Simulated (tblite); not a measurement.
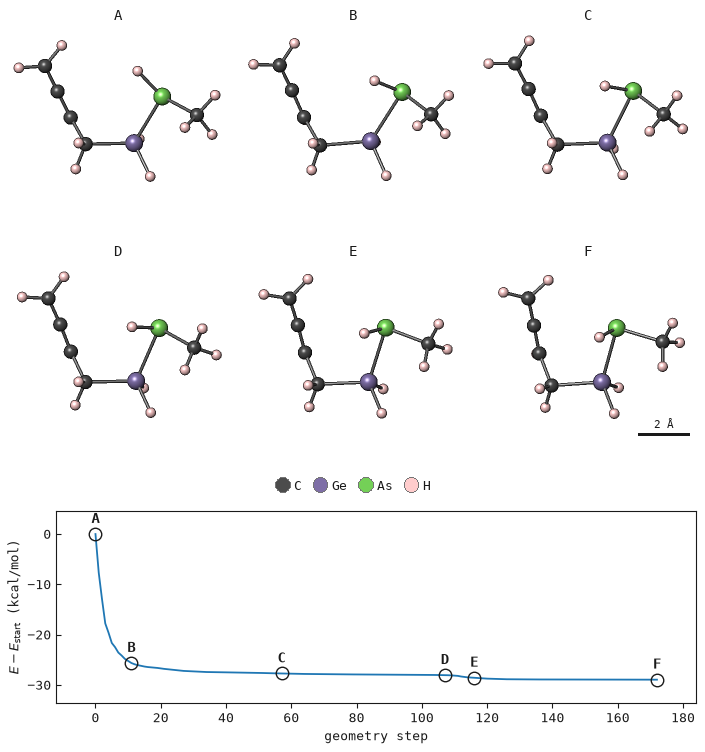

Frames of a relaxation of C$_{5}$H$_{11}$AsGe, marked on the history of the run. The picture is a ball-and-stick view, seen at a tilt.

Computed with GFN2-xTB geometry optimisation, gas phase in tblite. 

Question: What happens along the run?

Answer: After 172 geometry steps the energy has fallen by 28.9 kcal/mol. The largest move after the best rigid fit is that of an H atom, 1.51 Å. By element the largest moves are H 1.51 Å, As 0.68 Å, C 0.54 Å, Ge 0.39 Å. Among the contacts that change: C–Ge 1.933 → 2.005 Å, C–H 1.137 → 1.088 Å, As–H 1.548 → 1.507 Å, Ge–H 1.560 → 1.526 Å. Among the angles between lasting bonds that change: Ge–As–H 113.6° → 90.9°, C–As–H 114.2° → 94.7°, Ge–As–C 107.8° → 95.8°. Groups turn about C–C by about 25°, C–Ge by about 20°. The run took 1.4 s on 1 thread of Arm Neoverse V1, on a shared host. From step 0 to 11: an H atom moves most (0.40 Å), energy −25.6 kcal/mol. From step 11 to 57: an H atom moves most (0.36 Å), energy −2.08 kcal/mol. From step 57 to 107: an H atom moves most (0.43 Å), energy −0.33 kcal/mol. From step 107 to 116: an H atom moves most (0.52 Å), energy −0.52 kcal/mol. From step 116 to 172: an H atom moves most (0.32 Å), energy −0.38 kcal/mol.
